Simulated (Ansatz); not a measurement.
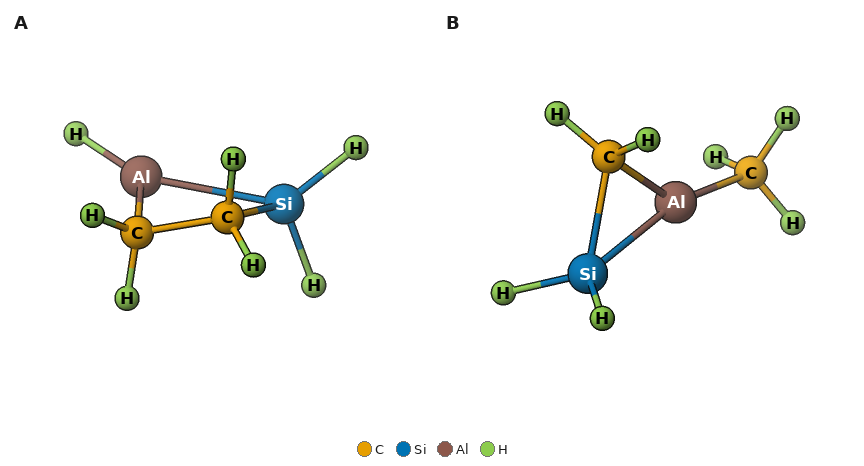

2 stationary structures of one formula. Geometries: PBE-D4/def2-SVP. Electronic energies: PBE-D4/def2-SVP (Ansatz 0.2.0), without zero-point energy. No frequency run is at hand to confirm each as a minimum.

Are they conformers, stereoisomers or constitutional isomers?

Answer. They are constitutional isomers of C2H7AlSi: A `[CH2]1C[SiH2][AlH]1`, B `[CH3][Al]1[CH2][SiH2]1`.

Which is lowest in energy, and by how much?

Answer. A is lowest; B lies 0.218 eV above it.
